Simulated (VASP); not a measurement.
Band structure of CoGa (CsCl type). Method: r2SCAN+rVV10, VASP's PBE PAW potentials (set 64) (plane waves; VASP 6.6.1).

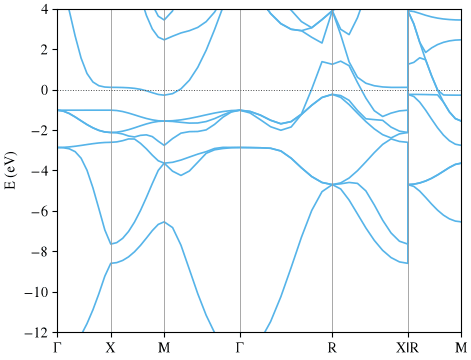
Fig. 1. Bands along high-symmetry lines, zero at the valence-band maximum or, without a gap, the Fermi level

### Question
Read the plot: is there a gap, and where are the band edges?

### Answer
It has no gap at this level: it comes out as a metal or semimetal.

The compound is CoGa in the CsCl type structure. It was relaxed first. The run is not spin-polarised, so no magnetic state was tried.
